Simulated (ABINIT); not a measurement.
# SnPbSe3 (Pm-3m): zone-centre phonons

Which modes does SnPbSe3 (Pm-3m) have at the zone centre?

Main program and level: ABINIT 10.8.3; DFT LDA, scalar-relativistic, plane waves, HGH norm-conserving pseudopotentials.

The structure was built from a prototype and need not be the compound's stable phase.

## 1. The starting structure

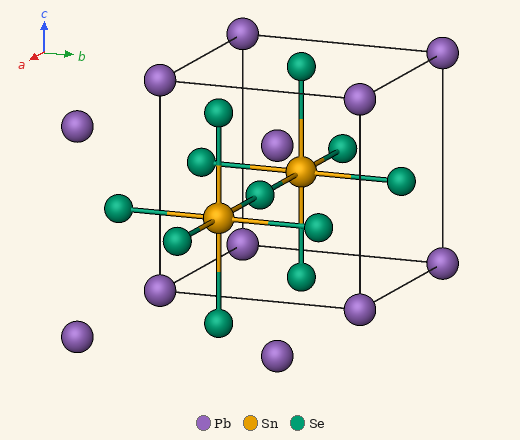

The starting structure, seen slightly off an axis (lead purple, tin orange, selenium teal). 2×1×1 cells are drawn. Some periodic images of atoms are drawn too.

## 2. A probe with smearing

A first run with smearing and empty bands tells whether the crystal has a gap, which decides between fixed occupations and smearing later on.

File probe.abi:

```
# ground state
tolvrs 1.0d-08
prtden 1
prtwf 1

# basis, mesh and filling
ecut 20.0
ixc 7
ngkpt 4 4 4
nshiftk 1
shiftk 0.0 0.0 0.0
istwfk *1
occopt 7
tsmear 0.005
nband 20
nstep 100
diemac 9.0
prtebands 0
prtgsr 0

# cell and atoms
acell 9.889314755 9.889314755 9.889314755
rprim 
    1.0 0.0 0.0
    0.0 1.0 0.0
    0.0 0.0 1.0
ntypat 3
znucl 82 50 34
natom 5
typat 1 2 3 3 3
xred 
    0.0 0.0 0.0
    0.5 0.5 0.5
    0.5 0.5 0.0
    0.5 0.0 0.5
    0.0 0.5 0.5
pp_dirpath "./pseudo"
pseudos "Pb.hgh, Sn.hgh, Se.hgh"
```

Launch:

```console
$ OMP_NUM_THREADS=1 mpirun -n 4 abinit probe.abi > probe.log
```

Numbers of over 12 decimals in the logs are rounded to 6 here.

probe.abo, the main output file:

```text
[banners, grids, parts of the stress and lines that vanish by symmetry left out]
- input  file    -> probe.abi
- output file    -> probe.abo
- root for input  files -> probei
[...]
Symmetries : space group Pm -3 m (#221); Bravais cP (primitive cubic)
[...]
mpw =        4224          nfft =       64000          nkpt =          10
[...]
== DATASET  1 ==================================================================
[...]
cutoff_energies: {ecut:  20.0, pawecutdg:  -1.0, }
[...]
Exchange-correlation functional for the present dataset will be:
  LDA: Perdew-Wang 92 LSD fit to Ceperley-Alder data - ixc=7
[...]
ETOT  1  -35.608231486367    -3.561E+01 2.126E-02 2.692E+02
 ETOT  2  -35.685337986397    -7.711E-02 2.167E-03 2.034E+01
 ETOT  3  -35.694069405698    -8.731E-03 3.408E-03 2.706E+00
 ETOT  4  -35.694827860492    -7.585E-04 4.916E-04 1.158E-01
 ETOT  5  -35.694855147591    -2.729E-05 3.533E-04 1.176E-03
 ETOT  6  -35.694855322868    -1.753E-07 2.990E-04 1.604E-05
 ETOT  7  -35.694855326501    -3.633E-09 1.655E-04 5.523E-07
 ETOT  8  -35.694855326645    -1.441E-10 1.665E-04 2.791E-09
 At SCF step    8       vres2   =  2.79E-09 < tolvrs=  1.00E-08 =>converged.
[...]
sigma(1 1)=  1.05407268E-04  sigma(3 2)=  0.00000000E+00
  sigma(2 2)=  1.05407268E-04  sigma(3 1)=  0.00000000E+00
  sigma(3 3)=  1.05407268E-04  sigma(2 1)=  0.00000000E+00
[...]
convergence: {deltae: -1.441E-10, res2:  2.791E-09, residm:  1.665E-04, diffor: null, }
etotal    :  -3.56948553E+01
[...]
sigma(1 1)=  1.05407268E-04  sigma(3 2)=  0.00000000E+00
  sigma(2 2)=  1.05407268E-04  sigma(3 1)=  0.00000000E+00
  sigma(3 3)=  1.05407268E-04  sigma(2 1)=  0.00000000E+00
[...]
- sigma(1 1)=  3.10118889E+00  sigma(3 2)=  0.00000000E+00
- sigma(2 2)=  3.10118889E+00  sigma(3 1)=  0.00000000E+00
- sigma(3 3)=  3.10118889E+00  sigma(2 1)=  0.00000000E+00
[...]
fcart     -0.0000000000E+00 -0.0000000000E+00 -0.0000000000E+00
           strten      1.0540726807E-04  1.0540726807E-04  1.0540726807E-04
================================================================================

[key lines of the parts left out:]
pressure_GPa:  -3.1012E+00
```

It took 8 s on 4 MPI ranks of Arm Neoverse V1, shared host; 32 s of CPU time.

Numbers from this step:

* volume per atom: 28.66 Å³
* pressure: -3.101 GPa
* gap on the k-mesh: 0 eV

No gap opens on this mesh, so smearing is kept; the printed pressure holds the stress of the finite basis too.

## 3. Rough relaxation

The typed start is rough, so a first relaxation with smearing and loose thresholds takes it towards rest cheaply.

File prerelax.abi:

```
# relaxation
ionmov 2
optcell 2
dilatmx 1.15
chkdilatmx 0
ntime 40
tolmxf 3.0d-04
tolvrs 1.0d-10
prtwf 0
prtden 0
chksymtnons 0

# basis, mesh and filling
ecut 21.0
ecutsm 3.0
ixc 7
ngkpt 4 4 4
nshiftk 1
shiftk 0.0 0.0 0.0
istwfk *1
occopt 7
tsmear 0.005
nband 20
nstep 100
diemac 1000000.0
prtebands 0
prtgsr 0

# cell and atoms
acell 9.889314755 9.889314755 9.889314755
rprim 
    1.0 0.0 0.0
    0.0 1.0 0.0
    0.0 0.0 1.0
ntypat 3
znucl 82 50 34
natom 5
typat 1 2 3 3 3
xred 
    0.0 0.0 0.0
    0.5 0.5 0.5
    0.5 0.5 0.0
    0.5 0.0 0.5
    0.0 0.5 0.5
pp_dirpath "./pseudo"
pseudos "Pb.hgh, Sn.hgh, Se.hgh"
```

Launch:

```console
$ OMP_NUM_THREADS=1 mpirun -n 4 abinit prerelax.abi > prerelax.log
```

prerelax.abo, the main output file:

```text
[banners, grids, parts of the stress and lines that vanish by symmetry left out]
- input  file    -> prerelax.abi
- output file    -> prerelax.abo
- root for input  files -> prerelaxi
[...]
Symmetries : space group Pm -3 m (#221); Bravais cP (primitive cubic)
[...]
mpw =        6816          nfft =      110592          nkpt =          10
[...]
== DATASET  1 ==================================================================
[...]
cutoff_energies: {ecut:  21.0, pawecutdg:  -1.0, }
[...]
Exchange-correlation functional for the present dataset will be:
  LDA: Perdew-Wang 92 LSD fit to Ceperley-Alder data - ixc=7
[...]
ETOT  1  -35.607532527064    -3.561E+01 2.028E-02 4.594E+02
 ETOT  2  -35.688446979308    -8.091E-02 1.396E-02 3.126E+01
 ETOT  3  -35.693310628335    -4.864E-03 1.443E-03 5.181E+00
 ETOT  4  -35.693945663772    -6.350E-04 7.020E-04 1.784E-01
[...]
ETOT  7  -35.695697659191     3.908E-13 1.035E-07 5.680E-11
 At SCF step    7       vres2   =  5.68E-11 < tolvrs=  1.00E-10 =>converged.
[...]
sigma(1 1)=  2.93475617E-07  sigma(3 2)=  0.00000000E+00
  sigma(2 2)=  2.93475617E-07  sigma(3 1)=  0.00000000E+00
  sigma(3 3)=  2.93475617E-07  sigma(2 1)=  0.00000000E+00
[...]
convergence: {deltae:  3.908E-13, res2:  5.680E-11, residm:  1.035E-07, diffor: null, }
etotal    :  -3.56956977E+01
[...]
At Broyd/MD step   4, gradients are converged :
[...]
sigma(1 1)=  2.93475617E-07  sigma(3 2)=  0.00000000E+00
  sigma(2 2)=  2.93475617E-07  sigma(3 1)=  0.00000000E+00
  sigma(3 3)=  2.93475617E-07  sigma(2 1)=  0.00000000E+00
[...]
- sigma(1 1)=  8.63435075E-03  sigma(3 2)=  0.00000000E+00
- sigma(2 2)=  8.63435075E-03  sigma(3 1)=  0.00000000E+00
- sigma(3 3)=  8.63435075E-03  sigma(2 1)=  0.00000000E+00
[...]
fcart     -0.0000000000E+00 -0.0000000000E+00 -0.0000000000E+00
           strten      2.9347561697E-07  2.9347561697E-07  2.9347561696E-07
================================================================================

[key lines of the parts left out:]
pressure_GPa:  -8.6344E-03
Total energy (etotal) [Ha]= -3.56956976591906E+01
```

Elapsed: 47 s, on 4 MPI ranks.

Step by step:

```
step  energy less that of the first step (eV)  largest force (eV/Å)  volume (Å³)
   1                                   0.0000                0.0000       143.32
   2                                  -0.0125                0.0000       142.35
   3                                  -0.0467                0.0000       136.44
   4                                  -0.0469                0.0000       136.85
```

| conventional cell, symmetrised | before | after | change |
| --- | --- | --- | --- |
| a (Å) | 5.233 | 5.153 | -1.5 % |
| b (Å) | 5.233 | 5.153 | -1.5 % |
| c (Å) | 5.233 | 5.153 | -1.5 % |
| volume (Å³/atom) | 28.66 | 27.37 | -4.5 % |

Final coordinates:

```cif
data_structure
_symmetry_space_group_name_H-M 'P 1'
_symmetry_Int_Tables_number 1
_cell_length_a 5.1533
_cell_length_b 5.1533
_cell_length_c 5.1533
_cell_angle_alpha 90.000
_cell_angle_beta 90.000
_cell_angle_gamma 90.000
_cell_volume 136.85
loop_
_atom_site_label
_atom_site_type_symbol
_atom_site_fract_x
_atom_site_fract_y
_atom_site_fract_z
_atom_site_occupancy
Pb1 Pb 0.00000 0.00000 0.00000 1
Sn2 Sn 0.50000 0.50000 0.50000 1
Se3 Se 0.50000 0.50000 0.00000 1
Se4 Se 0.50000 0.00000 0.50000 1
Se5 Se 0.00000 0.50000 0.50000 1
```

Numbers from this step:

| Property | Result |
| --- | --- |
| volume per atom | 27.37 Å³ |
| pressure | -0.008634 GPa |

The volume changes by -4.5 % in this run and stands -4.5 % from the first cell.

## 4. Relaxing the cell and atoms

The harmonic expansion needs vanishing forces, and a free crystal bears no stress, so cell and atoms are brought to rest. Stress is more sensitive to the basis than forces are: the last 3 Ha under the cutoff are smoothed with ecutsm, and the cutoff is raised above that of the later runs.

File relax.abi:

```
# relaxation
ionmov 2
optcell 2
dilatmx 1.08
ntime 40
tolmxf 1.0d-05
tolvrs 1.0d-14
prtwf 0
prtden 0
chksymtnons 0

# basis, mesh and filling
ecut 26.0
ecutsm 3.0
ixc 7
ngkpt 4 4 4
nshiftk 1
shiftk 0.0 0.0 0.0
istwfk *1
occopt 6
tsmear 0.01
nband 20
nstep 100
diemac 1000000.0
prtebands 0
prtgsr 0

# cell and atoms
acell 9.738270213 9.738270213 9.738270213
rprim 
    1.0 0.0 0.0
    0.0 1.0 0.0
    0.0 0.0 1.0
ntypat 3
znucl 82 50 34
natom 5
typat 1 2 3 3 3
xred 
    0.0 0.0 0.0
    0.5 0.5 0.5
    0.5 0.5 0.0
    0.5 0.0 0.5
    0.0 0.5 0.5
pp_dirpath "./pseudo"
pseudos "Pb.hgh, Sn.hgh, Se.hgh"
```

Launch:

```console
$ OMP_NUM_THREADS=1 mpirun -n 4 abinit relax.abi > relax.log
```

relax.abo, the main output file:

```text
[banners, grids, parts of the stress and lines that vanish by symmetry left out]
- input  file    -> relax.abi
- output file    -> relax.abo
- root for input  files -> relaxi
[...]
Symmetries : space group Pm -3 m (#221); Bravais cP (primitive cubic)
[...]
mpw =        7400          nfft =      125000          nkpt =          10
[...]
== DATASET  1 ==================================================================
[...]
cutoff_energies: {ecut:  26.0, pawecutdg:  -1.0, }
[...]
Exchange-correlation functional for the present dataset will be:
  LDA: Perdew-Wang 92 LSD fit to Ceperley-Alder data - ixc=7
[...]
ETOT  1  -35.617436746439    -3.562E+01 1.730E-02 5.105E+02
 ETOT  2  -35.697234196440    -7.980E-02 2.541E-03 3.132E+01
 ETOT  3  -35.701576440069    -4.342E-03 9.814E-04 4.941E+00
 ETOT  4  -35.702139131278    -5.627E-04 2.943E-04 1.655E-01
 ETOT  5  -35.702163419343    -2.429E-05 5.566E-05 5.906E-03
[...]
At SCF step   12       vres2   =  4.41E-17 < tolvrs=  1.00E-14 =>converged.
[...]
sigma(1 1)=  2.50875147E-06  sigma(3 2)=  0.00000000E+00
  sigma(2 2)=  2.50875147E-06  sigma(3 1)=  0.00000000E+00
  sigma(3 3)=  2.50875147E-06  sigma(2 1)=  0.00000000E+00
[...]
convergence: {deltae:  1.776E-13, res2:  4.406E-17, residm:  1.953E-04, diffor: null, }
etotal    :  -3.57021640E+01
[...]
ETOT  1  -35.702164043686    -3.570E+01 2.258E-04 3.877E-03
[...]
At SCF step    8       vres2   =  3.14E-15 < tolvrs=  1.00E-14 =>converged.
[...]
sigma(1 1)=  2.10514697E-06  sigma(3 2)=  0.00000000E+00
  sigma(2 2)=  2.10514697E-06  sigma(3 1)=  0.00000000E+00
  sigma(3 3)=  2.10514697E-06  sigma(2 1)=  0.00000000E+00
[...]
convergence: {deltae:  4.832E-13, res2:  3.139E-15, residm:  9.079E-06, diffor: null, }
etotal    :  -3.57021645E+01
[...]
ETOT  1  -35.702153625568    -3.570E+01 3.462E-05 1.044E-01
[...]
ETOT  8  -35.702165631706     1.840E-12 7.183E-07 6.930E-14
 ETOT  9  -35.702165631707    -9.663E-13 1.403E-06 1.864E-15
 At SCF step    9       vres2   =  1.86E-15 < tolvrs=  1.00E-14 =>converged.
[...]
sigma(1 1)= -6.04586659E-09  sigma(3 2)=  0.00000000E+00
  sigma(2 2)= -6.04586659E-09  sigma(3 1)=  0.00000000E+00
  sigma(3 3)= -6.04586659E-09  sigma(2 1)=  0.00000000E+00
[...]
convergence: {deltae: -9.663E-13, res2:  1.864E-15, residm:  1.403E-06, diffor: null, }
etotal    :  -3.57021656E+01
[...]
At Broyd/MD step   3, gradients are converged :
[...]
sigma(1 1)= -6.04586659E-09  sigma(3 2)=  0.00000000E+00
  sigma(2 2)= -6.04586659E-09  sigma(3 1)=  0.00000000E+00
  sigma(3 3)= -6.04586659E-09  sigma(2 1)=  0.00000000E+00
[...]
- sigma(1 1)= -1.77875536E-04  sigma(3 2)=  0.00000000E+00
- sigma(2 2)= -1.77875536E-04  sigma(3 1)=  0.00000000E+00
- sigma(3 3)= -1.77875536E-04  sigma(2 1)=  0.00000000E+00
[...]
fcart     -0.0000000000E+00 -0.0000000000E+00 -0.0000000000E+00
           strten     -6.0458665917E-09 -6.0458665886E-09 -6.0458665877E-09
================================================================================

[key lines of the parts left out:]
pressure_GPa:   1.7788E-04
Total energy (etotal) [Ha]= -3.57021656317066E+01
```

Elapsed: 48 s, on 4 MPI ranks.

Little changed from the start: no atom moved by 0.005 Å and no cell edge by 0.1 %.

Numbers from this step:

| Property | Result |
| --- | --- |
| volume per atom | 27.33 Å³ |
| pressure | 1.78e-4 GPa |

The volume changes by -0.1 % in this run and stands -4.6 % from the first cell.

## 5. Self-consistent run for the response

First-order wavefunctions inherit every error of the ground state, hence the very tight tolvrs. Smearing stays on, as the first look found no gap above 0.3 eV.

File gs.abi:

```
# ground state
tolvrs 1.0d-16
prtden 1
prtwf 1

# basis, mesh and filling
ecut 20.0
ixc 7
ngkpt 4 4 4
nshiftk 1
shiftk 0.0 0.0 0.0
istwfk *1
occopt 6
tsmear 0.01
nband 20
nstep 100
diemac 1000000.0
prtebands 0
prtgsr 0

# cell and atoms
acell 9.733719796 9.733719796 9.733719796
rprim 
    1.0 0.0 0.0
    0.0 1.0 0.0
    0.0 0.0 1.0
ntypat 3
znucl 82 50 34
natom 5
typat 1 2 3 3 3
xred 
    0.0 0.0 0.0
    0.5 0.5 0.5
    0.5 0.5 0.0
    0.5 0.0 0.5
    0.0 0.5 0.5
pp_dirpath "./pseudo"
pseudos "Pb.hgh, Sn.hgh, Se.hgh"
```

Launch:

```console
$ OMP_NUM_THREADS=1 mpirun -n 4 abinit gs.abi > gs.log
```

gs.abo, the main output file:

```text
[banners, grids, parts of the stress and lines that vanish by symmetry left out]
- input  file    -> gs.abi
- output file    -> gs.abo
- root for input  files -> gsi
[...]
Symmetries : space group Pm -3 m (#221); Bravais cP (primitive cubic)
[...]
mpw =        3952          nfft =       64000          nkpt =          10
[...]
== DATASET  1 ==================================================================
[...]
cutoff_energies: {ecut:  20.0, pawecutdg:  -1.0, }
[...]
Exchange-correlation functional for the present dataset will be:
  LDA: Perdew-Wang 92 LSD fit to Ceperley-Alder data - ixc=7
[...]
ETOT  1  -35.614286277730    -3.561E+01 2.256E-02 2.569E+02
 ETOT  2  -35.691119163997    -7.683E-02 1.196E-03 1.575E+01
 ETOT  3  -35.695325791470    -4.207E-03 8.282E-04 2.466E+00
 ETOT  4  -35.695873726172    -5.479E-04 8.732E-04 8.543E-02
 ETOT  5  -35.695898181844    -2.446E-05 2.021E-04 3.032E-03
[...]
ETOT 11  -35.695898775139    -2.771E-13 1.724E-05 1.127E-14
 ETOT 12  -35.695898775138     6.892E-13 1.162E-05 2.145E-17
 At SCF step   12       vres2   =  2.14E-17 < tolvrs=  1.00E-16 =>converged.
[...]
sigma(1 1)=  3.11143819E-05  sigma(3 2)=  0.00000000E+00
  sigma(2 2)=  3.11143819E-05  sigma(3 1)=  0.00000000E+00
  sigma(3 3)=  3.11143819E-05  sigma(2 1)=  0.00000000E+00
[...]
convergence: {deltae:  6.892E-13, res2:  2.145E-17, residm:  1.162E-05, diffor: null, }
etotal    :  -3.56958988E+01
[...]
sigma(1 1)=  3.11143819E-05  sigma(3 2)=  0.00000000E+00
  sigma(2 2)=  3.11143819E-05  sigma(3 1)=  0.00000000E+00
  sigma(3 3)=  3.11143819E-05  sigma(2 1)=  0.00000000E+00
[...]
- sigma(1 1)=  9.15416719E-01  sigma(3 2)=  0.00000000E+00
- sigma(2 2)=  9.15416719E-01  sigma(3 1)=  0.00000000E+00
- sigma(3 3)=  9.15416719E-01  sigma(2 1)=  0.00000000E+00
[...]
fcart     -0.0000000000E+00 -0.0000000000E+00 -0.0000000000E+00
           strten      3.1114381874E-05  3.1114381874E-05  3.1114381874E-05
================================================================================

[key lines of the parts left out:]
pressure_GPa:  -9.1542E-01
```

Elapsed: 10 s, on 4 MPI ranks.

This step gave:

```
pressure : -0.9154 GPa
```

The cell stands at -0.92 GPa: the relaxation ran with a smoothed and higher cutoff, and the difference is a stress of the finite basis.

[end of part 1 of 4]

[Host names and launcher messages were left out of these logs when they were recorded.]

[Logs are printed without paths, hosts, clocks, repeated set-up lines and the standing remarks that a program may print on its own settings, such as how far it seeks lower states.]

[Hosts, paths, dates, database ids (printed as entryN), source tags and the programs' standing remarks are cut or masked in the printed files.]
